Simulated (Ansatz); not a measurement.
# Work function of Ni(111): what the settings cost and change

Aim: the work function of Ni(111) against thickness and vacuum, with the cost.

Method: plane-wave DFT, PBE, Ansatz PAW, in Ansatz 0.2.0.

Experimental background.

For Ni (clean (111) face, a compiled value), “Anisotropic work function of elemental crystals” (2019, arxiv:1902.07811) quotes earlier work: work function (clean (111) face, a compiled value) 5.36 eV.

## (1) The structure

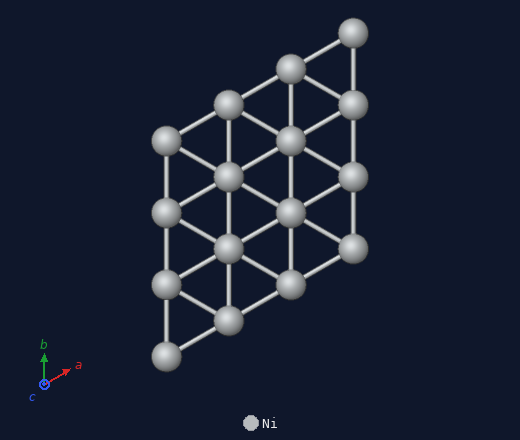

Start, viewed from above; nickel light grey. 4×4×1 cells are drawn.

The cell holds 1 atom: 1 Ni. Its edges and angles: a = 2.489 Å, b = 2.489 Å, c = 18.000 Å, α = 90.0°, β = 90.0°, γ = 60.0°. Vacuum lies along c.

## (2) Run, setting 1 layer

A work function rests on the faint tail of the density, so the SCF threshold is tight. The slab grows from one layer, at fixed mesh and 18 Å of vacuum; then the vacuum is varied on one slab.

input.yaml reads:

```yaml
crystal:
  lattice:
    - [2.4890158698, 0.0, 0.0]
    - [1.2445079349, 2.1555509736, 0.0]
    - [0.0, 0.0, 18.0]
  atoms:
    - { symbol: Ni, position: [0.6666666667, 0.6666666667, 0.5], spin: 0.7 }
magnetization:
  spin_polarized: true
kpoints:
  mp_grid: { grid: [19, 19, 1] }
hamiltonian:
  xc: pbe
scf:
  occupations: { method: fermi_dirac, width: 0.1 }
  convergence: { dr2_threshold: 1.0e-09 }
efield:
  axis: 3
  dipole_correction: true
  ramp_position: 0.97
  ramp_width: 0.06
output:
  write_potential: true
  write_density: true
  volumetric_format: npy
  elf: true
```

Run with:

```console
ansatz run input.yaml --threads 4 --pin off --max-ram 6144MiB --backend cpu --events-out ev --progress --plain --runs-dir out
```

Numbers of over 12 decimals in the logs are rounded to 6 here.

What it wrote:

```text
Engine: ansatz 0.2.0, aarch64-unknown-linux-gnu
Pseudopotentials: kind: paw
Pseudopotential: Ni, paw, valence charge 18, recommended cutoff 420 eV (normal), Ni.paw.azcp
Functional definition: PBE
  parameter kappa = 0.804
  parameter beta = 0.066725
  exchange = pbe_x(kappa = kappa, mu = beta*pi^2/3)
  correlation = pbe_c(beta = beta)
Crystal: 1 atoms, lattice volume = 96.574 Å³
Basis set: ecut = 420 eV, 1819 PW (Γ)
Bands: 14, of which v1, the nominal top of the filled ones, is band 9 counted from 1 (8 counted from 0)
Symmetry: 12 space group operations
k-points: 40 of 361
Non-local potential: Ni, projectors of the file, l = 0: 3, l = 1: 2, l = 2: 3, l = 3: 1
PAW form: soft (Blöchl's): semilocal exchange-correlation on the pseudo side does not see the compensation charge
PAW one-centre angular grid: Ni, 590 points (default); XC on 64 Gauss nodes
Initial density: superposition of atomic densities (neutral atoms: chi_scale 0, normalization atom)
Starting moments: Σ|m| = 0.7 μB on 1 of 1 site
Initial wavefunctions: pseudopotential atomic-orbital guess
Functional: x = pbe(κ = 0.804, μ = 0.219515), c = pbe(β = 0.066725)
iter 1 solved again at ethr=2.25e-3 eV; its pass at ethr=3.10e-3 eV (dr2=4.06e-1 eV) is discarded
SCF iter   1: F=—  HF=-5837.611345 eV  |F-HF|=—  |Δ(HF+E_count)|=         —  Δρ=2.79e-2 (↑2.79e-2 ↓1.61e-2)  dr2=4.04e-1  dr2_m=3.79e-1  M=0.969 μB ∫|m|=1.038 μB  β_m=0.77  ethr=2.25e-3  p=0.000 e·Å  D=7.87e-15 V/Å  ΔV_dip=-0.00 eV  dr2_dipole=4.65e-13  V_vac-E_F(+/−)=6.90/6.90 eV  ⟨swp⟩=1.0  Hψ=8111  notcnv=0
Mixer restart at iter 1: flushing history
efield: sawtooth ramp at fractional position 0.9700 (set: `efield.ramp_position`, or a place that a band, a saddle search or an elastic batch's reference lends), width 0.0600; the density the first Hamiltonian is built on has a dipole p = 0.000 e·Å; the dipole correction subtracts the counter field D = 7.87e-15 V/Å, which shifts the + side's vacuum level by -0.00 eV against the − side's; the planar-averaged density in the ramp window peaks in size at 1.0e-5 e/Å³
preconditioner: auto → LDOS  [metal: Δε(μ)=0.005 eV  Ē_g=9.027 eV  σ=0.100 eV  W_gap=0.01  n_scr=10 (ndim 8)  ℏωp=11.9 eV  f_vac=0.757  D(μ)=3.46/eV (n_scr^D=14)]
spin=Collinear: LDOS preconditioning applied to the charge; magnetization (m = ρ↑ − ρ↓) channel mixes plain (no charge-response kernel on spin).
SCF iter   2: F=—  HF=-5837.900389 eV  |F-HF|=—  |Δ(HF+E_count)|=   2.89e-1  Δρ=1.00e-2 (↑1.00e-2 ↓5.93e-3)  dr2=1.87e-1  dr2_m=2.37e-2  M=0.946 μB ∫|m|=1.053 μB  β_m=0.40  ethr=2.24e-3  p=0.000 e·Å  D=1.20e-7 V/Å  ΔV_dip=-0.00 eV  dr2_dipole=1.86e-13  V_vac-E_F(+/−)=6.40/6.40 eV  ⟨swp⟩=3.1  Hψ=1869  notcnv=0
density mixer auto → msr1: a metal under ldos (density of states about μ 3.27 of a free-electron gas's, 10 screened modes)
SCF iter   3: F=—  HF=-5838.253504 eV  |F-HF|=—  |Δ(HF+E_count)|=   3.53e-1  Δρ=7.15e-3 (↑2.32e-3 ↓7.15e-3)  dr2=3.37e-2  dr2_m=1.66e-2  M=0.929 μB ∫|m|=1.061 μB  β_m=0.70  ethr=1.04e-3  p=-0.000 e·Å  D=-2.76e-7 V/Å  ΔV_dip=0.00 eV  dr2_dipole=6.35e-13  V_vac-E_F(+/−)=5.77/5.77 eV  ⟨swp⟩=3.6  Hψ=2349  notcnv=0
SCF iter   4: F=—  HF=-5838.464234 eV  |F-HF|=—  |Δ(HF+E_count)|=   2.11e-1  Δρ=3.61e-3 (↑5.01e-4 ↓3.61e-3)  dr2=6.73e-3  dr2_m=3.10e-3  M=0.899 μB ∫|m|=1.020 μB  β_m=0.85  ethr=1.87e-4  p=0.000 e·Å  D=1.22e-6 V/Å  ΔV_dip=-0.00 eV  dr2_dipole=9.76e-12  V_vac-E_F(+/−)=5.38/5.38 eV  ⟨swp⟩=2.7  Hψ=2609  notcnv=0  defer=4
SCF iter   5: F=—  HF=-5838.473053 eV  |F-HF|=—  |Δ(HF+E_count)|=   8.82e-3  Δρ=2.94e-3 (↑2.07e-3 ↓2.94e-3)  dr2=1.18e-2  dr2_m=3.66e-4  M=0.903 μB ∫|m|=1.025 μB  β_m=0.69  ethr=3.74e-5  p=-0.000 e·Å  D=-1.09e-6 V/Å  ΔV_dip=0.00 eV  dr2_dipole=1.17e-11  V_vac-E_F(+/−)=5.31/5.31 eV  ⟨swp⟩=2.2  Hψ=2464  notcnv=0  defer=16
SCF iter   6: F=—  HF=-5838.469509 eV  |F-HF|=—  |Δ(HF+E_count)|=   3.54e-3  Δρ=6.74e-4 (↑3.56e-4 ↓6.74e-4)  dr2=2.90e-4  dr2_m=1.02e-4  M=0.896 μB ∫|m|=1.013 μB  β_m=0.85  ethr=3.74e-5  p=-0.000 e·Å  D=-2.53e-7 V/Å  ΔV_dip=0.00 eV  dr2_dipole=2.97e-13  V_vac-E_F(+/−)=5.36/5.36 eV  ⟨swp⟩=2.2  Hψ=2068  notcnv=0  defer=17
SCF iter   7: F=—  HF=-5838.469888 eV  |F-HF|=—  |Δ(HF+E_count)|=   3.79e-4  Δρ=2.65e-4 (↑1.27e-4 ↓2.65e-4)  dr2=7.20e-5  dr2_m=8.81e-6  M=0.894 μB ∫|m|=1.013 μB  β_m=0.92  ethr=1.61e-6  p=0.000 e·Å  D=4.35e-7 V/Å  ΔV_dip=-0.00 eV  dr2_dipole=2.38e-12  V_vac-E_F(+/−)=5.34/5.34 eV  ⟨swp⟩=2.5  Hψ=1934  notcnv=0  defer=16
SCF iter   8: F=—  HF=-5838.469883 eV  |F-HF|=—  |Δ(HF+E_count)|=   4.75e-6  Δρ=8.76e-5 (↑1.47e-5 ↓8.76e-5)  dr2=3.44e-6  dr2_m=1.49e-6  M=0.894 μB ∫|m|=1.013 μB  β_m=0.96  ethr=4.00e-7  p=-0.000 e·Å  D=-8.82e-7 V/Å  ΔV_dip=0.00 eV  dr2_dipole=1.02e-11  V_vac-E_F(+/−)=5.35/5.35 eV  ⟨swp⟩=2.1  Hψ=1443  notcnv=0  defer=17
SCF iter   9: F=—  HF=-5838.469884 eV  |F-HF|=—  |Δ(HF+E_count)|=   7.32e-7  Δρ=1.18e-5 (↑7.99e-6 ↓1.18e-5)  dr2=9.80e-9  dr2_m=7.06e-8  M=0.894 μB ∫|m|=1.013 μB  β_m=0.98  ethr=1.91e-8  p=0.000 e·Å  D=1.35e-6 V/Å  ΔV_dip=-0.00 eV  dr2_dipole=2.47e-11  V_vac-E_F(+/−)=5.35/5.35 eV  ⟨swp⟩=2.5  Hψ=1785  notcnv=0  defer=17
SCF iter  10: F=—  HF=-5838.469884 eV  |F-HF|=—  |Δ(HF+E_count)|=   4.12e-8  Δρ=5.61e-6 (↑1.29e-6 ↓5.61e-6)  dr2=1.36e-8  dr2_m=9.38e-9  M=0.894 μB ∫|m|=1.013 μB  β_m=0.99  ethr=5.44e-11  p=-0.000 e·Å  D=-1.58e-6 V/Å  ΔV_dip=0.00 eV  dr2_dipole=3.32e-11  V_vac-E_F(+/−)=5.35/5.35 eV  ⟨swp⟩=2.5  Hψ=1994  notcnv=0  defer=17
SCF iter  11: F=—  HF=-5838.469884 eV  |F-HF|=—  |Δ(HF+E_count)|=   7.58e-9  Δρ=8.51e-7 (↑3.46e-7 ↓8.51e-7)  dr2=9.78e-10  dr2_m=2.03e-10  M=0.894 μB ∫|m|=1.013 μB  β_m=0.86  ethr=5.44e-11  p=0.000 e·Å  D=3.19e-6 V/Å  ΔV_dip=-0.00 eV  dr2_dipole=1.35e-10  V_vac-E_F(+/−)=5.35/5.35 eV  ⟨swp⟩=2.0  Hψ=1521  notcnv=0  defer=17
SCF iter  12: F=-5838.469884 eV  HF=-5838.469884 eV  |F-HF|=3.46e-11  |Δ(HF+E_count)|=  1.39e-10  Δρ=3.23e-7 (↑7.51e-8 ↓3.23e-7)  dr2=9.29e-11  dr2_m=2.22e-11  M=0.894 μB ∫|m|=1.013 μB  ethr=5.43e-12  p=-0.000 e·Å  D=-9.09e-7 V/Å  ΔV_dip=0.00 eV  dr2_dipole=1.11e-11  V_vac-E_F(+/−)=5.35/5.35 eV  ⟨swp⟩=3.2  Hψ=4415  notcnv=0
SCF 1 converged in 12 iterations: F = -5838.469884 eV  dr2 = 9.29e-11
  greatest PAW one-centre occupation: 1.001 electrons in one spin orbital (limit 2), on the Ni atom at site 0 (counted from 0), in its partial waves of l = 1
WARN: The output density's exchange-correlation potential varies sharply where the density is thin. Do not read a vacuum level from v_tot or v_xc, or from such a field of the output density. On a cell that repeats whose density bears no net charge and no dipole along the vacuum's axis use v_es (v_loc + v_h of the components); under efield.dipole_correction with no amplitude use v_es + v_field, which holds any externa [...]
SCF converged after 12 iterations
Magnetization: 0.8943 μB (9.4471 up, 8.5529 down)
Absolute magnetization: 1.0138 μB (∫|ρ↑−ρ↓|, with the PAW one-centre terms)
Spin contamination: 0.0194 ħ² per cell (⟨S²⟩ above its minimum at these occupations)
Per-site moments (μB) at R_I (Å): [(0.948574, 1.026719)]
Free energy (F): -5838.469884 eV
Harris-Foulkes:  -5838.469884 eV  (|F-HF|=3.46e-11)
Internal energy: -5838.390308 eV  (E = F + TS)
E sigma→0 (E₀):  -5838.430096 eV
Entropy (-TS):   -0.079576 eV (-79.576 meV/atom)
Fermi energy:    -2.642462 eV
Dipole field:    D = 0.000006 V/Å  (p = 0.000003 e·Å, saw-weighted, corrected)
Work function:   Φ+ = 5.3470 eV   Φ− = 5.3472 eV
Levels:          The Fermi level and band energies are counted from a zero that moves with the ramp; work functions are not
--- Per-component energies (eV) ---
  E_band       = -647.951262
  E_kinetic    = 278.915895
  E_local      = -17647.341216  (includes V_loc(G=0)·N_el)
  E_nonlocal   = 639.362068
  E_hartree    = 8358.517550
  E_xc         = -81.958646
  E_vxc        = -105.408554  (∫ρ·V_xc dr)
  E_paw        = -1632.627383  (= ΣΔE_a)
  E_vpaw       = -530.515108  (= ΣTr[D̂ρ^β])
  E_aug_tail   = 0.000538  (compensation charges beyond the density's cutoff)
  E_efield     = 0.000000  (sawtooth field / dipole correction)
  E_vefield    = 0.000000  (∫n·V_field dr)
  E_ewald      = 4246.740886
  E_smearing   = -0.079576  (= −TS)
  E_closure    = 0.000000  (closes the sum)
  Σ components = -5838.469884   (vs F -5838.469884, Δ=0.00e0)
--- Band table (eV; the first three rows and the last of 80) ---
  k-point 0 ↑: bands = [... 5 lower, -4.6212, -4.6212, -4.3603, -3.5407, -3.5407, -1.6106, 2.3051, 2.9446, ... 1 higher]
  k-point 1 ↑: bands = [... 5 lower, -4.6487, -4.5827, -4.3353, -3.6460, -3.5483, -1.4386, 2.3914, 3.0376, ... 1 higher]
  k-point 2 ↑: bands = [... 5 lower, -4.7229, -4.4700, -4.2628, -3.8892, -3.5704, -0.9927, 2.6505, 3.3158, ... 1 higher]
  k-point 39 ↓: bands = [... 5 lower, -4.0347, -3.6210, -3.3982, -2.8625, 3.5986, 5.2083, 6.3582, 8.4589, ... 1 higher]
```

Run time: 14 s. Hardware: 4 threads of Arm Neoverse N1, shared host; peak memory 0.46 GiB.

Numbers from this step:

```
energy at zero smearing   : -5838.4301 eV
total moment              : 0.8943 μB
site moments              : 0.9486 μB
work function, upper face : 5.347 eV
```

Running mean over 2.032 Å of the planar mean; the ramp of the sawtooth is left out. Table of electron's electrostatic potential energy less the Fermi level by z:

```csv
z (Å),electron's electrostatic potential energy less the Fermi level (eV)
3,5.35
4,5.35
5,5.34
6,5.31
7,4.71
8,-2.92
9,-9.68
10,-2.92
11,4.71
12,5.31
13,5.34
14,5.35
15,5.35
```

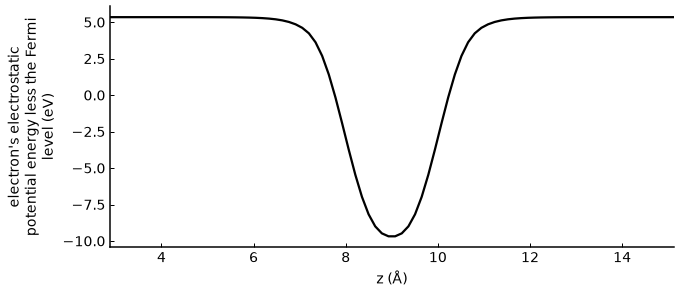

Electron's electrostatic potential energy less the Fermi level, plotted against z.

Site moment by atom:

```csv
atom,site moment (μB)
Ni1,0.949
```

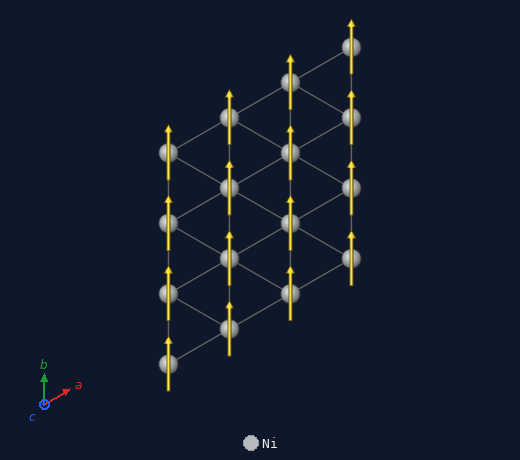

Site moment as arrows, the longest 0.949 μB. Up and down stand for the sign. Arrows give size and sign along the axis of quantisation, drawn up and down the page. 4×4×1 cells are drawn.

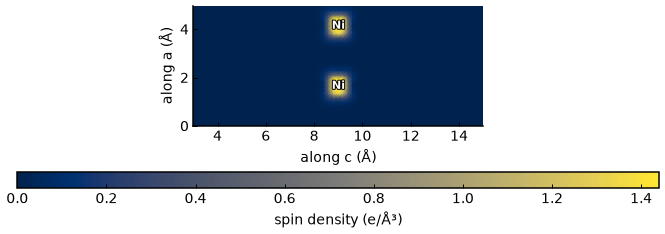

Spin density in the ca plane at fractional y = 0.667, with atoms of Ni within 0.2 Å of it. The far vacuum is left out of the map.

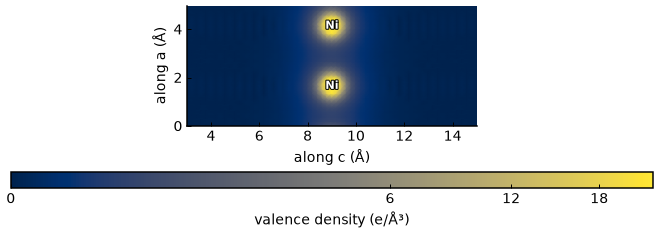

Valence density in the ca plane at fractional y = 0.667, with atoms of Ni within 0.2 Å of it. It is the smooth field of the valence electrons, not physical close to the nuclei. The colour scale is stretched toward low values. The far vacuum is left out of the map.

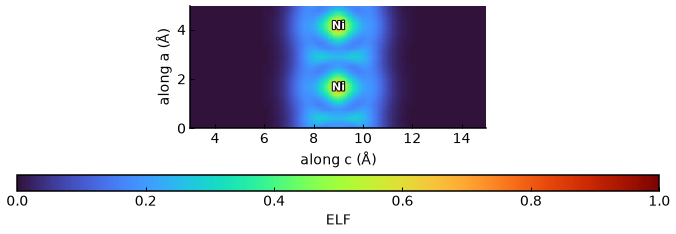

ELF in the ca plane at fractional y = 0.667, with atoms of Ni within 0.2 Å of it. It is the smooth field of the valence electrons, not physical close to the nuclei. The far vacuum is left out of the map.

The work function is 5.347 eV.

## (3) Run, 2 atoms

System of this step: Ni(111). The cell holds 2 atoms: 2 Ni. Cell: a = 2.489 Å, b = 2.489 Å, c = 20.032 Å, α = 90.0°, β = 90.0°, γ = 60.0°. Vacuum lies along c.

input.yaml, the sections that differ from step 2:

```yaml
crystal:
  lattice:
    - [2.4890158698, 0.0, 0.0]
    - [1.2445079349, 2.1555509736, 0.0]
    - [0.0, 0.0, 20.0322729475]
  atoms:
    - { symbol: Ni, position: [0.6666666667, 0.6666666667, 0.4492750285], spin: 0.7 }
    - { symbol: Ni, position: [0.0, 0.0, 0.5507249715], spin: 0.7 }
output:
  write_potential: true
  write_density: true
  volumetric_format: npy
# magnetization, kpoints, hamiltonian, scf, efield: as in step 2
```

What it wrote:

```text
[...]
Crystal: 2 atoms, lattice volume = 107.477 Å³
Basis set: ecut = 420 eV, 2017 PW (Γ)
Bands: 23, of which v1, the nominal top of the filled ones, is band 18 counted from 1 (17 counted from 0)
Symmetry: 6 space group operations
k-points: 40 of 361 (time reversal used)
[...]
k-point 1 ↑: bands = [... 14 lower, -2.3619, -1.8461, -1.3813, -1.2949, -1.1271, -0.9564, 0.4485, 4.4781, ... 1 higher]
  k-point 2 ↑: bands = [... 14 lower, -2.2615, -1.9500, -1.4666, -1.4177, -1.0500, -0.9525, 1.0376, 4.7274, ... 1 higher]
  k-point 39 ↓: bands = [... 14 lower, -1.7607, -0.7428, -0.3044, -0.2147, 4.6734, 6.0002, 6.2753, 7.9905, ... 1 higher]
[key lines of the parts left out:]
SCF converged after 14 iterations
Magnetization: 1.4001 μB (18.7000 up, 17.3000 down)
Free energy (F): -11678.209544 eV
Fermi energy:    -0.277754 eV
Dipole field:    D = 0.000000 V/Å  (p = 0.000000 e·Å, saw-weighted, corrected)
Work function:   Φ+ = 5.0503 eV   Φ− = 5.0502 eV
```

Wall time 23 s (4 threads); peak memory 0.5 GiB.

The work function is 5.050 eV, -0.297 eV from the run “1 layer”, at 1.8 times its CPU time.

## (4) Slab, 3 atoms

System of this step: Ni(111). The cell holds 3 atoms: 3 Ni. Cell: a = 2.489 Å, b = 2.489 Å, c = 22.065 Å, α = 90.0°, β = 90.0°, γ = 60.0°. Vacuum lies along c.

input.yaml, the sections that differ from step 3:

```yaml
crystal:
  lattice:
    - [2.4890158698, 0.0, 0.0]
    - [1.2445079349, 2.1555509736, 0.0]
    - [0.0, 0.0, 22.0645458951]
  atoms:
    - { symbol: Ni, position: [0.3333333333, 0.3333333333, 0.4078941866], spin: 0.7 }
    - { symbol: Ni, position: [0.6666666667, 0.6666666667, 0.5], spin: 0.7 }
    - { symbol: Ni, position: [0.0, 0.0, 0.5921058134], spin: 0.7 }
# magnetization, kpoints, hamiltonian, scf, efield, output: as in step 3
```

What it wrote:

```text
[...]
Crystal: 3 atoms, lattice volume = 118.381 Å³
Basis set: ecut = 420 eV, 2239 PW (Γ)
Bands: 34, of which v1, the nominal top of the filled ones, is band 27 counted from 1 (26 counted from 0)
Symmetry: 6 space group operations
k-points: 40 of 361 (time reversal used)
[...]
k-point 1 ↑: bands = [... 23 lower, 0.0638, 0.1055, 0.1608, 0.4874, 0.5114, 0.7395, 0.7924, 2.0229, ... 3 higher]
  k-point 2 ↑: bands = [... 23 lower, -0.1736, 0.0739, 0.1092, 0.2223, 0.4836, 0.7406, 1.1952, 2.6747, ... 3 higher]
  k-point 39 ↓: bands = [... 23 lower, 0.7772, 1.3983, 1.4601, 1.5250, 5.9189, 6.9595, 7.5576, 7.6152, ... 3 higher]
[key lines of the parts left out:]
SCF converged after 14 iterations
Magnetization: 2.1291 μB (28.0645 up, 25.9355 down)
Free energy (F): -17517.948450 eV
Fermi energy:    1.416310 eV
Dipole field:    D = -0.000002 V/Å  (p = -0.000002 e·Å, saw-weighted, corrected)
Work function:   Φ+ = 5.0568 eV   Φ− = 5.0568 eV
```

Wall time 39 s (4 threads); peak memory 0.61 GiB.

The work function is 5.057 eV, +0.007 eV from the run “2 layers”, at 1.7 times its CPU time.

## (5) Run, 4 atoms

System of this step: Ni(111). The cell holds 4 atoms: 4 Ni. Cell: a = 2.489 Å, b = 2.489 Å, c = 24.097 Å, α = 90.0°, β = 90.0°, γ = 60.0°. Vacuum lies along c.

input.yaml, the sections that differ from step 4:

```yaml
crystal:
  lattice:
    - [2.4890158698, 0.0, 0.0]
    - [1.2445079349, 2.1555509736, 0.0]
    - [0.0, 0.0, 24.0968188426]
  atoms:
    - { symbol: Ni, position: [0.0, 0.0, 0.3734932839], spin: 0.7 }
    - { symbol: Ni, position: [0.3333333333, 0.3333333333, 0.4578310946], spin: 0.7 }
    - { symbol: Ni, position: [0.6666666667, 0.6666666667, 0.5421689054], spin: 0.7 }
    - { symbol: Ni, position: [0.0, 0.0, 0.6265067161], spin: 0.7 }
# magnetization, kpoints, hamiltonian, scf, efield, output: as in step 4
```

What it wrote:

```text
[...]
Crystal: 4 atoms, lattice volume = 129.284 Å³
Basis set: ecut = 420 eV, 2439 PW (Γ)
Bands: 45, of which v1, the nominal top of the filled ones, is band 36 counted from 1 (35 counted from 0)
Symmetry: 6 space group operations
k-points: 40 of 361 (time reversal used)
[...]
k-point 1 ↑: bands = [... 32 lower, 1.4823, 1.6674, 1.6708, 1.7597, 1.9371, 2.0248, 2.1809, 2.5137, ... 5 higher]
  k-point 2 ↑: bands = [... 32 lower, 1.4085, 1.4296, 1.5910, 1.6787, 1.9240, 2.0212, 2.1848, 3.0041, ... 5 higher]
  k-point 39 ↓: bands = [... 32 lower, 2.7187, 2.8743, 2.8756, 2.9393, 7.1088, 7.8443, 8.4446, 8.8790, ... 5 higher]
[key lines of the parts left out:]
SCF converged after 18 iterations
Magnetization: 2.6441 μB (37.3220 up, 34.6780 down)
Free energy (F): -23357.699123 eV
Fermi energy:    2.807581 eV
Dipole field:    D = 0.000020 V/Å  (p = 0.000014 e·Å, saw-weighted, corrected)
Work function:   Φ+ = 5.0775 eV   Φ− = 5.0779 eV
```

Elapsed: 66 s, on 4 threads; peak memory 0.73 GiB.

The work function is 5.077 eV, +0.021 eV from the run “3 layers”, at 1.8 times its CPU time.

## (6) Slab, 5 atoms

System of this step: Ni(111). The cell holds 5 atoms: 5 Ni. Its edges and angles: a = 2.489 Å, b = 2.489 Å, c = 26.129 Å, α = 90.0°, β = 90.0°, γ = 60.0°. Vacuum lies along c.

input.yaml, the sections that differ from step 5:

```yaml
crystal:
  lattice:
    - [2.4890158698, 0.0, 0.0]
    - [1.2445079349, 2.1555509736, 0.0]
    - [0.0, 0.0, 26.1290917902]
  atoms:
    - { symbol: Ni, position: [0.6666666667, 0.6666666667, 0.3444436597], spin: 0.7 }
    - { symbol: Ni, position: [0.0, 0.0, 0.4222218298], spin: 0.7 }
    - { symbol: Ni, position: [0.3333333333, 0.3333333333, 0.5], spin: 0.7 }
    - { symbol: Ni, position: [0.6666666667, 0.6666666667, 0.5777781702], spin: 0.7 }
    - { symbol: Ni, position: [0.0, 0.0, 0.6555563403], spin: 0.7 }
# magnetization, kpoints, hamiltonian, scf, efield, output: as in step 5
```

What it wrote:

```text
[...]
Crystal: 5 atoms, lattice volume = 140.188 Å³
Basis set: ecut = 420 eV, 2625 PW (Γ)
Bands: 57, of which v1, the nominal top of the filled ones, is band 45 counted from 1 (44 counted from 0)
Symmetry: 6 space group operations
k-points: 40 of 361 (time reversal used)
[...]
k-point 1 ↑: bands = [... 41 lower, 2.7707, 2.7785, 2.9464, 2.9894, 3.0547, 3.1719, 3.2635, 3.3756, ... 8 higher]
  k-point 2 ↑: bands = [... 41 lower, 2.6774, 2.6919, 2.7788, 2.8822, 2.9940, 3.2634, 3.3811, 3.4012, ... 8 higher]
  k-point 39 ↓: bands = [... 41 lower, 4.0146, 4.0858, 4.0883, 4.1563, 8.2040, 8.7156, 9.3613, 9.6403, ... 8 higher]
[key lines of the parts left out:]
SCF converged after 17 iterations
Magnetization: 3.3224 μB (46.6612 up, 43.3388 down)
Free energy (F): -29197.445071 eV
Fermi energy:    4.006712 eV
Dipole field:    D = 0.000022 V/Å  (p = 0.000017 e·Å, saw-weighted, corrected)
Work function:   Φ+ = 5.0687 eV   Φ− = 5.0692 eV
```

Wall time 94 s (4 threads); peak memory 0.9 GiB.

The work function is 5.069 eV, -0.009 eV from the run “4 layers”, at 1.4 times its CPU time.

[end of part 1 of 3]

[Logs are printed without paths, hosts, clocks, repeated set-up lines and the standing remarks that a program may print on its own settings, such as how far it seeks lower states.]

[Hosts, paths, dates, database ids (printed as entryN), source tags and the programs' standing remarks are cut or masked in the printed files.]

[Maps of the electrostatic potential energy from Ansatz leave out the sawtooth potential of an applied field or a dipole correction, so their vacuum need not be flat; planar profiles and work functions include it.]
